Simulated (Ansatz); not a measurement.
# BCl₂FH₄Si: search for a transition state, part 2 of 2

Ansatz 0.2.0, Gaussian basis; PBE0-D4.

### Step 8. Relaxing after a step of 0.30 Å the other way along the mode

The input, downb/in.yaml:

```yaml
crystal:
  periodic: [false, false, false]
  atoms:
    - {symbol: B, position_ang: [-0.712313, -0.646339, 0.051243]}
    - {symbol: Si, position_ang: [0.392326, 1.071777, -0.228265]}
    - {symbol: Cl, position_ang: [-1.231439, -1.496666, -1.415979]}
    - {symbol: Cl, position_ang: [-1.757614, -0.683821, 1.483974]}
    - {symbol: H, position_ang: [0.934392, -1.032958, 0.457458]}
    - {symbol: F, position_ang: [0.789389, -1.746266, 0.631459]}
    - {symbol: H, position_ang: [-0.817782, 1.811634, -0.663225]}
    - {symbol: H, position_ang: [0.985475, 1.685779, 0.996417]}
    - {symbol: H, position_ang: [1.417566, 1.036760, -1.313082]}
basis:
  gaussian: {orbitals: def2-TZVP}
hamiltonian: {xc: pbe0, dispersion: d4}
relax: {f_tol: 0.005, max_steps: 200}
```

Launch:

```
$ ansatz run in.yaml --threads 4 --pin off --events-out ev --progress --plain --max-ram 9574MiB
```

Log:

```text
Functional definition: PBE0
  name "PBE0"
  cite "Adamo & Barone, J. Chem. Phys. 110, 6158 (1999) doi:10.1063/1.478522"
  cite "Perdew, Burke & Ernzerhof, Phys. Rev. Lett. 77, 3865 (1996) doi:10.1103/PhysRevLett.77.3865"
  parent pbe
  parameter a = 0.25
  parameter kappa = 0.804
  parameter beta = 0.06672455060314922
  exchange = (1 - a)*pbe_x(kappa = kappa, mu = beta*pi^2/3) + a*exact_x
  correlation = pbe_c(beta = beta)
1305 factors; their error is unknown
mean field evaluation 1: about -36366.2273 eV, gradient 3.3e1 eV
mean field evaluation 2: about -36365.5180 eV, gradient 4.1e1 eV
mean field evaluation 4: about -36367.9413 eV, gradient 1.1e0 eV
mean field evaluation 8: about -36367.9445 eV, gradient 2.7e-2 eV
mean field evaluation 16: about -36368.0622 eV, gradient 2.8e-5 eV
mean field -36368.06224983 eV, -1336.5016365232 hartree, gradient 2.8e-5 eV, S^2 0.000000; 0 other end points of the search recorded, 0 dependent functions left out
[... from here on, the SCF cycles and remarks between the steps are left out, and one step in 2 is shown ...]
relax step   1: F+E_penalty+E_count = -36368.27549196 eV  Δ(F+E_penalty+E_count) = +0.000e0 eV  max|allowed force component| = 2.049e1 eV/Å  Δτ_max = 0.0000 Å  (26 SCF iters, accepted)
relax step   2: F+E_penalty+E_count = -36370.08158493 eV  Δ(F+E_penalty+E_count) = -1.806e0 eV  max|allowed force component| = 1.099e0 eV/Å  Δτ_max = 0.1988 Å  (36 SCF iters, accepted)
relax step   4: F+E_penalty+E_count = -36370.32056403 eV  Δ(F+E_penalty+E_count) = -1.473e-1 eV  max|allowed force component| = 1.507e0 eV/Å  Δτ_max = 0.1952 Å  (30 SCF iters, accepted)
relax step   6: F+E_penalty+E_count = -36370.53459991 eV  Δ(F+E_penalty+E_count) = -6.669e-2 eV  max|allowed force component| = 2.709e-1 eV/Å  Δτ_max = 0.1949 Å  (31 SCF iters, accepted)
relax step   8: F+E_penalty+E_count = -36370.57506881 eV  Δ(F+E_penalty+E_count) = -1.480e-2 eV  max|allowed force component| = 2.365e-1 eV/Å  Δτ_max = 0.0864 Å  (30 SCF iters, accepted)
relax step  10: F+E_penalty+E_count = -36370.58255963 eV  Δ(F+E_penalty+E_count) = -2.635e-3 eV  max|allowed force component| = 7.917e-2 eV/Å  Δτ_max = 0.0574 Å  (30 SCF iters, accepted)
relax step  12: F+E_penalty+E_count = -36370.58354323 eV  Δ(F+E_penalty+E_count) = -3.119e-4 eV  max|allowed force component| = 5.413e-2 eV/Å  Δτ_max = 0.0238 Å  (31 SCF iters, accepted)
relax step  14: F+E_penalty+E_count = -36370.56976190 eV  Δ(F+E_penalty+E_count) = +1.400e-2 eV  max|allowed force component| = 1.209e0 eV/Å  Δτ_max = 0.1246 Å  (30 SCF iters, rejected (line search))
relax step  16: F+E_penalty+E_count = -36370.58014160 eV  Δ(F+E_penalty+E_count) = +4.419e-3 eV  max|allowed force component| = 7.807e-1 eV/Å  Δτ_max = 0.0976 Å  (31 SCF iters, rejected (line search))
relax step  18: F+E_penalty+E_count = -36370.58586818 eV  Δ(F+E_penalty+E_count) = -4.520e-4 eV  max|allowed force component| = 2.638e-1 eV/Å  Δτ_max = 0.0489 Å  (30 SCF iters, accepted)
relax step  20: F+E_penalty+E_count = -36370.58428256 eV  Δ(F+E_penalty+E_count) = +3.928e-3 eV  max|allowed force component| = 5.140e-1 eV/Å  Δτ_max = 0.1094 Å  (30 SCF iters, rejected (line search))
relax step  22: F+E_penalty+E_count = -36370.59062880 eV  Δ(F+E_penalty+E_count) = -1.074e-3 eV  max|allowed force component| = 2.532e-1 eV/Å  Δτ_max = 0.0551 Å  (30 SCF iters, accepted)
relax step  24: F+E_penalty+E_count = -36370.59618845 eV  Δ(F+E_penalty+E_count) = -2.807e-3 eV  max|allowed force component| = 2.323e-2 eV/Å  Δτ_max = 0.1081 Å  (31 SCF iters, accepted)
relax step  26: F+E_penalty+E_count = -36370.59840116 eV  Δ(F+E_penalty+E_count) = -2.213e-3 eV  max|allowed force component| = 4.831e-2 eV/Å  Δτ_max = 0.0948 Å  (30 SCF iters, accepted)
relax step  28: F+E_penalty+E_count = -36370.59855027 eV  Δ(F+E_penalty+E_count) = -1.491e-4 eV  max|allowed force component| = 7.825e-2 eV/Å  Δτ_max = 0.0471 Å  (31 SCF iters, accepted)
relax step  30: F+E_penalty+E_count = -36370.59960238 eV  Δ(F+E_penalty+E_count) = +3.247e-4 eV  max|allowed force component| = 3.987e-1 eV/Å  Δτ_max = 0.0692 Å  (31 SCF iters, rejected (line search))
relax step  32: F+E_penalty+E_count = -36370.60192746 eV  Δ(F+E_penalty+E_count) = -8.552e-4 eV  max|allowed force component| = 6.854e-2 eV/Å  Δτ_max = 0.0356 Å  (31 SCF iters, accepted)
relax step  34: F+E_penalty+E_count = -36370.60313946 eV  Δ(F+E_penalty+E_count) = -1.398e-4 eV  max|allowed force component| = 3.853e-1 eV/Å  Δτ_max = 0.0781 Å  (31 SCF iters, accepted)
relax step  36: F+E_penalty+E_count = -36370.60082313 eV  Δ(F+E_penalty+E_count) = +3.061e-3 eV  max|allowed force component| = 1.350e-1 eV/Å  Δτ_max = 0.1236 Å  (31 SCF iters, rejected (line search))
relax step  38: F+E_penalty+E_count = -36370.60752207 eV  Δ(F+E_penalty+E_count) = -1.685e-3 eV  max|allowed force component| = 4.284e-2 eV/Å  Δτ_max = 0.0536 Å  (30 SCF iters, accepted)
relax step  40: F+E_penalty+E_count = -36370.61158838 eV  Δ(F+E_penalty+E_count) = -3.605e-3 eV  max|allowed force component| = 1.017e-1 eV/Å  Δτ_max = 0.0773 Å  (31 SCF iters, accepted)
relax step  42: F+E_penalty+E_count = -36370.61304692 eV  Δ(F+E_penalty+E_count) = -6.626e-4 eV  max|allowed force component| = 7.114e-2 eV/Å  Δτ_max = 0.0296 Å  (31 SCF iters, accepted)
relax step  44: F+E_penalty+E_count = -36370.60794153 eV  Δ(F+E_penalty+E_count) = +5.822e-3 eV  max|allowed force component| = 5.825e-1 eV/Å  Δτ_max = 0.0923 Å  (30 SCF iters, rejected (line search))
relax step  46: F+E_penalty+E_count = -36370.61499209 eV  Δ(F+E_penalty+E_count) = -3.527e-4 eV  max|allowed force component| = 1.666e-1 eV/Å  Δτ_max = 0.0438 Å  (30 SCF iters, accepted)
relax step  48: F+E_penalty+E_count = -36370.61584458 eV  Δ(F+E_penalty+E_count) = -3.294e-4 eV  max|allowed force component| = 3.341e-2 eV/Å  Δτ_max = 0.0342 Å  (31 SCF iters, accepted)
relax step  50: F+E_penalty+E_count = -36370.61620372 eV  Δ(F+E_penalty+E_count) = -1.749e-4 eV  max|allowed force component| = 4.623e-2 eV/Å  Δτ_max = 0.0139 Å  (32 SCF iters, accepted)
relax step  52: F+E_penalty+E_count = -36370.61656080 eV  Δ(F+E_penalty+E_count) = -2.360e-4 eV  max|allowed force component| = 5.385e-2 eV/Å  Δτ_max = 0.0529 Å  (30 SCF iters, accepted)
relax step  54: F+E_penalty+E_count = -36370.61711330 eV  Δ(F+E_penalty+E_count) = -2.607e-4 eV  max|allowed force component| = 1.490e-1 eV/Å  Δτ_max = 0.0785 Å  (30 SCF iters, accepted)
relax step  56: F+E_penalty+E_count = -36370.61626004 eV  Δ(F+E_penalty+E_count) = +1.171e-3 eV  max|allowed force component| = 1.188e-1 eV/Å  Δτ_max = 0.0373 Å  (31 SCF iters, rejected (line search))
relax step  58: F+E_penalty+E_count = -36370.61824243 eV  Δ(F+E_penalty+E_count) = -4.419e-4 eV  max|allowed force component| = 4.187e-2 eV/Å  Δτ_max = 0.0675 Å  (29 SCF iters, accepted)
relax step  60: F+E_penalty+E_count = -36370.61882376 eV  Δ(F+E_penalty+E_count) = -3.151e-4 eV  max|allowed force component| = 6.110e-2 eV/Å  Δτ_max = 0.0282 Å  (30 SCF iters, accepted)
relax step  62: F+E_penalty+E_count = -36370.61705526 eV  Δ(F+E_penalty+E_count) = +2.484e-3 eV  max|allowed force component| = 3.239e-1 eV/Å  Δτ_max = 0.1721 Å  (30 SCF iters, rejected (line search))
relax step  64: F+E_penalty+E_count = -36370.61981367 eV  Δ(F+E_penalty+E_count) = -2.748e-4 eV  max|allowed force component| = 1.082e-2 eV/Å  Δτ_max = 0.0132 Å  (31 SCF iters, accepted)
relax step  66: F+E_penalty+E_count = -36370.61930785 eV  Δ(F+E_penalty+E_count) = +1.029e-3 eV  max|allowed force component| = 2.001e-1 eV/Å  Δτ_max = 0.1478 Å  (31 SCF iters, rejected (line search))
relax step  68: F+E_penalty+E_count = -36370.62092228 eV  Δ(F+E_penalty+E_count) = -1.567e-4 eV  max|allowed force component| = 8.225e-2 eV/Å  Δτ_max = 0.0735 Å  (30 SCF iters, accepted)
relax step  70: F+E_penalty+E_count = -36370.62107677 eV  Δ(F+E_penalty+E_count) = +2.620e-5 eV  max|allowed force component| = 7.706e-2 eV/Å  Δτ_max = 0.0252 Å  (30 SCF iters, rejected (line search))
relax step  72: F+E_penalty+E_count = -36370.62160487 eV  Δ(F+E_penalty+E_count) = -1.964e-4 eV  max|allowed force component| = 2.778e-2 eV/Å  Δτ_max = 0.0331 Å  (31 SCF iters, accepted)
relax step  74: F+E_penalty+E_count = -36370.62182759 eV  Δ(F+E_penalty+E_count) = -9.726e-5 eV  max|allowed force component| = 4.990e-2 eV/Å  Δτ_max = 0.0309 Å  (30 SCF iters, accepted)
relax step  76: F+E_penalty+E_count = -36370.62216030 eV  Δ(F+E_penalty+E_count) = -1.776e-4 eV  max|allowed force component| = 5.536e-2 eV/Å  Δτ_max = 0.0374 Å  (30 SCF iters, accepted)
relax step  78: F+E_penalty+E_count = -36370.62232740 eV  Δ(F+E_penalty+E_count) = -1.671e-4 eV  max|allowed force component| = 3.295e-2 eV/Å  Δτ_max = 0.0545 Å  (31 SCF iters, accepted)
relax step  80: F+E_penalty+E_count = -36370.62245730 eV  Δ(F+E_penalty+E_count) = -6.555e-5 eV  max|allowed force component| = 2.022e-2 eV/Å  Δτ_max = 0.0151 Å  (31 SCF iters, accepted)
relax step  82: F+E_penalty+E_count = -36370.62258889 eV  Δ(F+E_penalty+E_count) = -7.792e-7 eV  max|allowed force component| = 8.012e-2 eV/Å  Δτ_max = 0.0580 Å  (30 SCF iters, accepted)
relax step  84: F+E_penalty+E_count = -36370.62267273 eV  Δ(F+E_penalty+E_count) = -1.471e-6 eV  max|allowed force component| = 1.035e-2 eV/Å  Δτ_max = 0.0131 Å  (31 SCF iters, accepted)
relax step  86: F+E_penalty+E_count = -36370.62278014 eV  Δ(F+E_penalty+E_count) = -4.835e-5 eV  max|allowed force component| = 4.269e-2 eV/Å  Δτ_max = 0.0130 Å  (32 SCF iters, accepted)
relax step  88: F+E_penalty+E_count = -36370.62287625 eV  Δ(F+E_penalty+E_count) = -5.189e-5 eV  max|allowed force component| = 2.371e-2 eV/Å  Δτ_max = 0.0411 Å  (30 SCF iters, accepted)
relax step  90: F+E_penalty+E_count = -36370.62302284 eV  Δ(F+E_penalty+E_count) = -9.552e-5 eV  max|allowed force component| = 2.251e-2 eV/Å  Δτ_max = 0.0637 Å  (30 SCF iters, accepted)
relax step  92: F+E_penalty+E_count = -36370.62309791 eV  Δ(F+E_penalty+E_count) = -5.453e-5 eV  max|allowed force component| = 3.089e-2 eV/Å  Δτ_max = 0.0078 Å  (32 SCF iters, accepted)
relax step  94: F+E_penalty+E_count = -36370.62315971 eV  Δ(F+E_penalty+E_count) = -6.180e-5 eV  max|allowed force component| = 6.934e-3 eV/Å  Δτ_max = 0.0059 Å  (32 SCF iters, accepted)
relax step  96: F+E_penalty+E_count = -36370.62322103 eV  Δ(F+E_penalty+E_count) = -1.804e-5 eV  max|allowed force component| = 5.856e-2 eV/Å  Δτ_max = 0.0477 Å  (31 SCF iters, accepted)
relax step  98: F+E_penalty+E_count = -36370.62330926 eV  Δ(F+E_penalty+E_count) = -4.251e-5 eV  max|allowed force component| = 1.227e-2 eV/Å  Δτ_max = 0.0117 Å  (32 SCF iters, accepted)
relax step 100: F+E_penalty+E_count = -36370.61876485 eV  Δ(F+E_penalty+E_count) = +4.634e-3 eV  max|allowed force component| = 4.358e-1 eV/Å  Δτ_max = 0.1911 Å  (36 SCF iters, rejected (line search))
relax step 102: F+E_penalty+E_count = -36370.62342766 eV  Δ(F+E_penalty+E_count) = -2.237e-5 eV  max|allowed force component| = 2.220e-3 eV/Å  Δτ_max = 0.0065 Å  (32 SCF iters, accepted)
relax step 104: F+E_penalty+E_count = -36370.62342331 eV  Δ(F+E_penalty+E_count) = +2.761e-5 eV  max|allowed force component| = 8.848e-2 eV/Å  Δτ_max = 0.0781 Å  (30 SCF iters, rejected (line search))
relax step 106: F+E_penalty+E_count = -36370.62302751 eV  Δ(F+E_penalty+E_count) = +4.845e-4 eV  max|allowed force component| = 1.485e-1 eV/Å  Δτ_max = 0.0975 Å  (31 SCF iters, rejected (line search))
relax step 108: F+E_penalty+E_count = -36370.62356681 eV  Δ(F+E_penalty+E_count) = -2.850e-5 eV  max|allowed force component| = 4.321e-2 eV/Å  Δτ_max = 0.0486 Å  (31 SCF iters, accepted)
relax step 110: F+E_penalty+E_count = -36370.62361066 eV  Δ(F+E_penalty+E_count) = -4.384e-5 eV  max|allowed force component| = 1.233e-2 eV/Å  Δτ_max = 0.0037 Å  (34 SCF iters, accepted)
relax step 112: F+E_penalty+E_count = -36370.62365116 eV  Δ(F+E_penalty+E_count) = -3.118e-5 eV  max|allowed force component| = 5.014e-3 eV/Å  Δτ_max = 0.0151 Å  (31 SCF iters, accepted)
relax step 114: F+E_penalty+E_count = -36370.62370339 eV  Δ(F+E_penalty+E_count) = -4.056e-5 eV  max|allowed force component| = 1.788e-2 eV/Å  Δτ_max = 0.0032 Å  (25 SCF iters, accepted)
relax step 116: F+E_penalty+E_count = -36370.62374384 eV  Δ(F+E_penalty+E_count) = -2.554e-5 eV  max|allowed force component| = 1.015e-2 eV/Å  Δτ_max = 0.0278 Å  (30 SCF iters, accepted)
relax step 118: F+E_penalty+E_count = -36370.62376671 eV  Δ(F+E_penalty+E_count) = -2.287e-5 eV  max|allowed force component| = 2.495e-2 eV/Å  Δτ_max = 0.0377 Å  (30 SCF iters, accepted)
relax step 120: F+E_penalty+E_count = -36370.62378221 eV  Δ(F+E_penalty+E_count) = -6.746e-6 eV  max|allowed force component| = 4.132e-3 eV/Å  Δτ_max = 0.0075 Å  (32 SCF iters, accepted)
relax step 122: F+E_penalty+E_count = -36370.62379321 eV  Δ(F+E_penalty+E_count) = +2.688e-7 eV  max|allowed force component| = 1.459e-2 eV/Å  Δτ_max = 0.0318 Å  (30 SCF iters, rejected (line search))
relax step 124: F+E_penalty+E_count = -36370.62379563 eV  Δ(F+E_penalty+E_count) = +4.771e-6 eV  max|allowed force component| = 1.104e-2 eV/Å  Δτ_max = 0.0196 Å  (31 SCF iters, rejected (line search))
relax step 126: F+E_penalty+E_count = -36370.62380440 eV  Δ(F+E_penalty+E_count) = -1.345e-6 eV  max|allowed force component| = 8.375e-3 eV/Å  Δτ_max = 0.0118 Å  (31 SCF iters, accepted)
relax step 128: F+E_penalty+E_count = -36370.62380573 eV  Δ(F+E_penalty+E_count) = -6.878e-7 eV  max|allowed force component| = 2.699e-3 eV/Å  Δτ_max = 0.0005 Å  (19 SCF iters, accepted)
[... 1 line left out ...]
mean field -36370.43161262 eV, -1336.5887089997 hartree, gradient 4.6e-5 eV, S^2 0.000000; 1 other end points of the search recorded, 0 dependent functions left out
[... 2 lines left out ...]
Total energy: -36370.62383781 eV, -1336.5957731452 hartree
Atom 0 at    -1.285992    -0.342521     0.024103 Å, force    -0.002111    -0.000995    -0.000096 eV/Å
Atom 1 at     0.065501     1.157324    -0.099829 Å, force     0.000211     0.000169     0.000096 eV/Å
Atom 2 at    -0.769837    -2.024377     0.150489 Å, force    -0.000457     0.001202    -0.000062 eV/Å
Atom 3 at    -2.997926    -0.050315     0.013679 Å, force     0.002333    -0.000335     0.000023 eV/Å
Atom 4 at     1.462657    -1.790667     0.152511 Å, force     0.002699     0.001001     0.000152 eV/Å
Atom 5 at     2.339554    -1.486789     0.143296 Å, force    -0.002559    -0.000960    -0.000162 eV/Å
Atom 6 at    -0.640932     2.457461    -0.220986 Å, force     0.000043    -0.000117    -0.000026 eV/Å
Atom 7 at     0.902535     1.147211     1.127299 Å, force    -0.000037     0.000035    -0.000138 eV/Å
Atom 8 at     0.924440     0.932572    -1.290561 Å, force    -0.000122     0.000001     0.000214 eV/Å
Dipole moment:    -0.427225     0.053379    -0.011059 e Å
```

Wall time 5.5 min (4 threads of Arm Neoverse V2, shared host); peak memory 0.58 GiB.

Relaxation path: (not every step is listed)

```tsv
step	energy from step 1 (eV)	largest force component (eV/Å)
1	0.0000	20.4942
2	-1.8061	1.0985
3	-1.8978	2.0124
4	-2.0451	1.5072
5	-2.1924	0.5164
6	-2.2591	0.2709
7	-2.2848	0.5179
8	-2.2996	0.2365
9	-2.3044	0.1714
20	-2.3088	0.5140
31	-2.3256	0.0867
42	-2.3376	0.0711
53	-2.3414	0.0738
64	-2.3443	0.0108
75	-2.3465	0.0746
86	-2.3473	0.0427
97	-2.3478	0.0280
108	-2.3481	0.0432
119	-2.3483	0.0080
123	-2.3483	0.0053
124	-2.3483	0.0110
125	-2.3483	0.0044
126	-2.3483	0.0084
127	-2.3483	0.0057
128	-2.3483	0.0027
```

Distances of close pairs at the start and the end, largest changes first:

```tsv
bond	before (Å)	after (Å)	change (Å)
H5–F6	0.748	0.928	+0.180
B1–Si2	2.062	2.023	-0.039
B1–Cl4	1.774	1.737	-0.037
B1–Cl3	1.773	1.764	-0.010
Si2–H9	1.493	1.485	-0.008
Si2–H8	1.493	1.485	-0.007
Si2–H7	1.484	1.485	+0.001
```

### Step 9. What the saddle joins

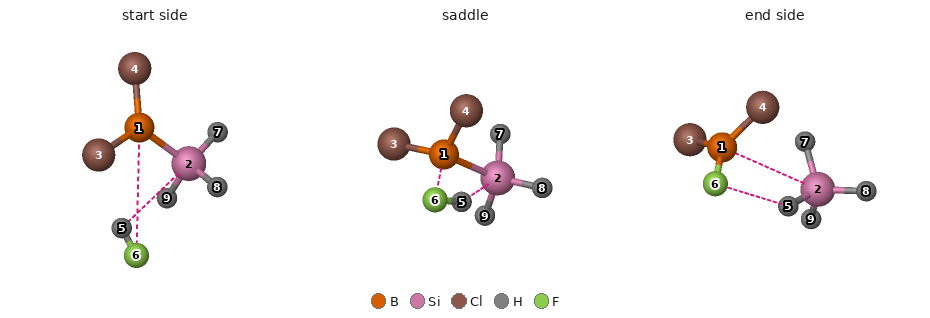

The minimum on the start side, the saddle and the minimum on the end side; broken lines join the pairs that change, where they aren't drawn as bonds.

```tsv
pair	start side (Å)	saddle (Å)	end side (Å)
B1–F6	3.804	1.640	1.310
Si2–H5	3.272	1.941	1.487
B1–Si2	2.023	2.176	3.876
H5–F6	0.928	1.113	3.008
```

### Step 10. Outcome

The summary covers parts 1 to 2.

```
                       quantity                                                     value
                 imaginary mode                                                1095i cm⁻¹
    barrier from the start side                                                  0.999 eV
      barrier from the end side                                                  2.452 eV
             energy of the step                                                 -1.452 eV
              pairs that change  B1–F6 formed, Si2–H5 formed, B1–Si2 broken, H5–F6 broken
zero-point energy at the saddle                                                  1.076 eV
```

What this shows: The point has a single imaginary mode (1095i cm⁻¹), as a transition state must. Going downhill both ways gives the intended start and end. At PBE0-D4/def2-TZVP the electronic barrier is 0.999 eV, about 39 kT at 298 K, and the step runs 1.452 eV downhill. The barrier is thin enough for tunnelling; the leading (Wigner) term alone is a factor of 2.2 at 298 K. A step off the saddle overshot and began above it in energy, so the link to its end is likely but not proven. The ends are the nearest minima, not always the lowest complexes.
